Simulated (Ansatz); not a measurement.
# SiO2 (silicon dioxide molecule): CCSD/STO-3G

Aim: the electronic atomisation energy of SiO2 (silicon dioxide molecule) at CCSD/STO-3G, from 3 runs. 

Program for the calculation: Ansatz 0.2.0.

35 further runs of the same task are left out: 5 that didn't finish, 30 set aside as unsound or not needed.

**1. The structure to begin with**

The species is SiO2 (3 atoms), meant as a singlet with charge 0. As SMILES, `O=[Si]=O`. Geometry: relaxed at PBE0-D4/def2-TZVP.

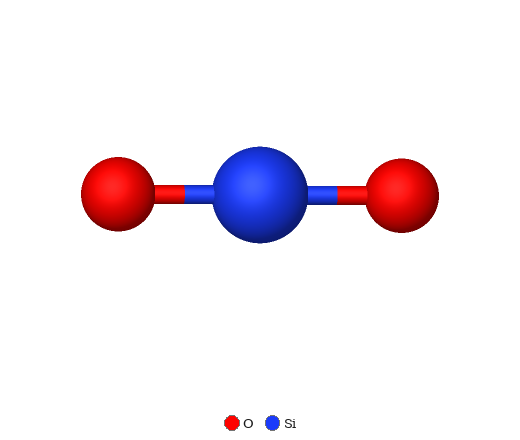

Viewed from a chosen angle; oxygen red, silicon blue.

**2. A single-point energy at CCSD/STO-3G**

Input file run.yaml:

```yaml
crystal:
  periodic: [false, false, false]
  atoms:
    - symbol: O
      position_ang: [0.697730, 1.229600, 0.518760]
    - symbol: Si
      position_ang: [-0.000010, 0.000000, -0.000000]
    - symbol: O
      position_ang: [-0.697730, -1.229610, -0.518760]
basis:
  gaussian:
    orbitals: STO-3G
accuracy: high
scf:
  omitted_lower_state_checks: [cluster_reference, increment]
correlation:
  method: ccsd
  frozen_orbitals: {O: 1, Si: 5}
```

Run with:

```
$ ansatz run run.yaml --threads 1 --pin off --max-ram 3480MiB --events-out events.jsonl --progress --plain --runs-dir runs
```

Log:

```text
Warning: RAYON_NUM_THREADS=1 ignored (pool sized by the plan → 1); use --threads N
[... 11 lines left out ...]
7 core orbitals not correlated: weight in the atoms' cores, before any rotation towards them, 1.000 or more for the frozen orbitals, at most 0.000 for the correlated occupied ones
[... 23 lines left out ...]
Total energy: -11791.48161183 eV, -433.3289566814 hartree
Checks for a lower state left out: cluster_reference, increment
```

It took 0.16 s on 1 thread of Arm Neoverse V2, shared host.

**3. The O atom**

Input file input.yaml:

```yaml
crystal:
  periodic: [false, false, false]
  atoms:
    - {symbol: O, position_ang: [0.000000, 0.000000, 0.000000]}
basis:
  gaussian:
    orbitals: STO-3G
magnetization:
  spin_polarized: true
  initial_magnetization: 2
correlation:
  method: ccsd
  frozen_orbitals: {O: 1}
accuracy: high
scf:
  omitted_lower_state_checks: [cluster_reference, increment]
```

Run the same way, it converges to -73.80415 Eh (log not shown).

**4. The Si atom at the same level**

Input file molecule.yaml:

```yaml
basis:
  gaussian:
    orbitals: STO-3G
crystal:
  periodic: [false, false, false]
  atoms:
    - {symbol: Si, position_ang: [0.000000, 0.000000, 0.000000]}
scf:
  omitted_lower_state_checks: [cluster_reference, increment]
accuracy: high
magnetization:
  spin_polarized: true
  initial_magnetization: 2
correlation:
  method: ccsd
  frozen_orbitals: {Si: 5}
```

Run the same way, it converges to -285.47963 Eh (log not shown).

**5. Summary of results**

At CCSD/STO-3G, 7 core orbitals frozen:

| quantity | value |
| --- | --- |
| molecule: total energy | -433.32896 Eh |
| molecule: correlation energy (7 core orbitals frozen) | -192.5 mEh |
| molecule: T1 diagnostic | 0.039 |
| O atom: total energy | -73.80415 Eh |
| O atom: correlation energy (1 core orbital frozen) | 0.0 mEh |
| O atom: ⟨S²⟩ of the reference determinant | 2.000 |
| O atom: T1 diagnostic | 0.000 |
| Si atom: total energy | -285.47963 Eh |
| Si atom: correlation energy (5 core orbitals frozen) | -13.4 mEh |
| Si atom: ⟨S²⟩ of the reference determinant | 2.000 |
| Si atom: T1 diagnostic | 0.000 |
| electronic atomisation energy | 6.559 eV |

**Reading.** Taking the molecule apart into free atoms costs 6.56 eV (151 kcal/mol), before zero-point energy and without spin-orbit coupling. In a minimal basis such a difference can be off by several eV, whatever the method. The T1 diagnostic (molecule) of 0.039 is above the customary mark for such species, so a single reference may not serve.
